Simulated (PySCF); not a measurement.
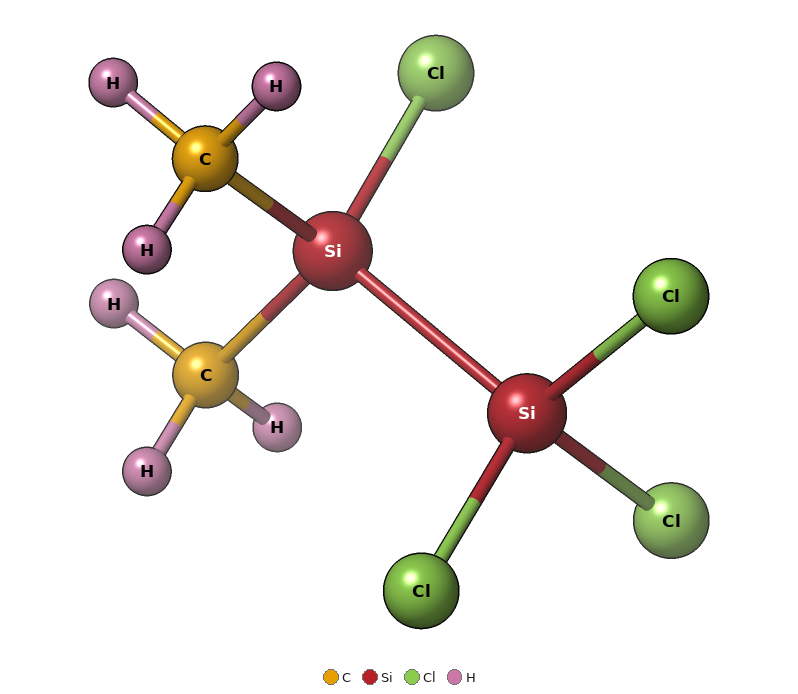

Orthographic view. Depth is shown by fading: the farther an atom, the more it takes the colour of the background. The geometry was computed by an optimisation with GFN2-xTB. No frequency run is at hand to confirm it as a minimum.

Give the standard InChI.

Answer. InChI=1S/C2H6Cl4Si2/c1-7(2,3)8(4,5)6/h1-2H3
